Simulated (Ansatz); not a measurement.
| atom | x (Å) | y (Å) | z (Å) |
| --- | --- | --- | --- |
| N | 0.1229 | 0.9629 | 0.0945 |
| C | 0.1071 | -0.2716 | 0.1506 |
| F | 0.7121 | -0.9559 | 1.0815 |
| F | -0.4883 | -1.1185 | -0.6680 |
| H | -0.4038 | 1.3096 | -0.6999 |

Geometry: PBE0-D4/def2-TZVP.

Method: Ansatz, RKS PBE0-D4/def2-TZVPP.

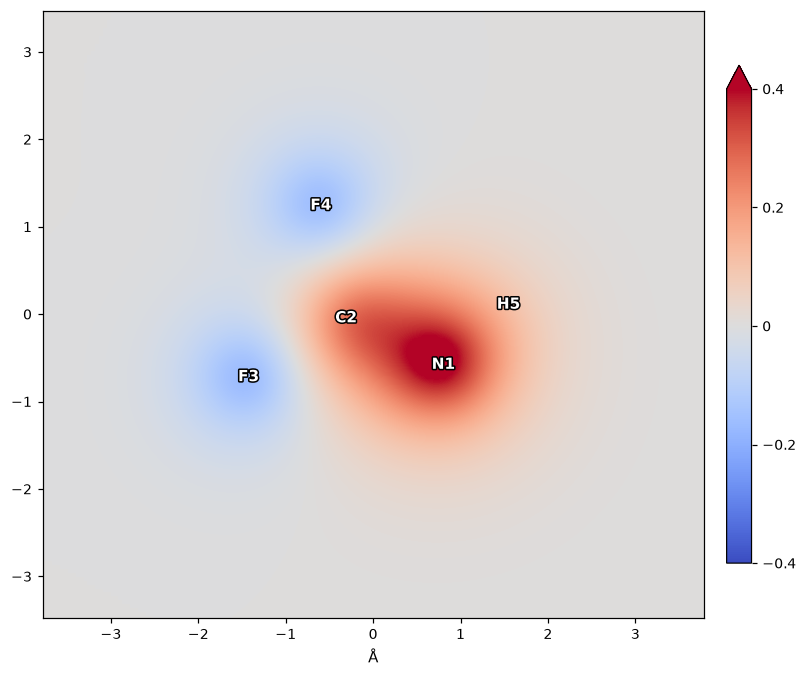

CHF₂N (SMILES N=C(F)F). The HOMO−1 on a plane 0.8 Å above the molecular plane (values in Å⁻³ᐟ²; the overall sign is arbitrary).

Where does this orbital lie, and at what energy?

Its weight (Hirshfeld) is mainly on N1 (about 55 %), C2 (about 25 %), F3 (about 10 %) and F4 (about 10 %); it changes sign across the molecular plane (π type); π-bonding across N1–C2; π-antibonding (a node) across C2–F3 and C2–F4. Its energy is −9.57 eV.
